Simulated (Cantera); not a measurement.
Charge: 1 mol PbO, 0.57 mol H2, 0.078 mol H2O, equilibrated at 133 Pa.

These are equilibrium values from Cantera (NASA tables, ideal gas, pure condensed phases), not measurements of a reactor. Candidate condensed phases: H2O, Pb, PbO, PbO2, Pb3O4; 12 gas species. Mutual solubility and eutectic melting of coexisting phases are not modelled. Gases not in the tables: (PbO)n polymers. Equilibrium is a limit: real reactors are often held back by kinetics, nucleation or transport.

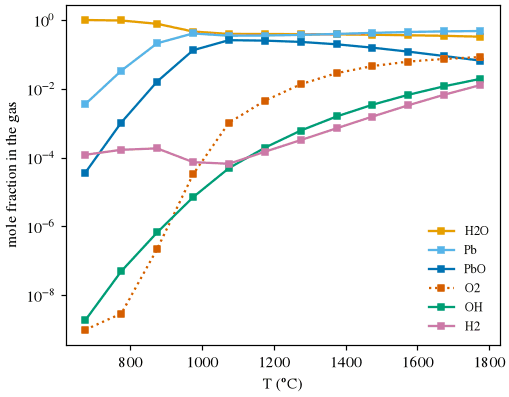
Figure: Equilibrium gas composition (values under 1e-9 drawn at 1e-9)

Question: Read off the mole fractions at 775 °C.

Answer: H2O about 0.97, Pb about 0.034, PbO about 0.0010, H2 about 0.00017, OH about 5.0e-8.
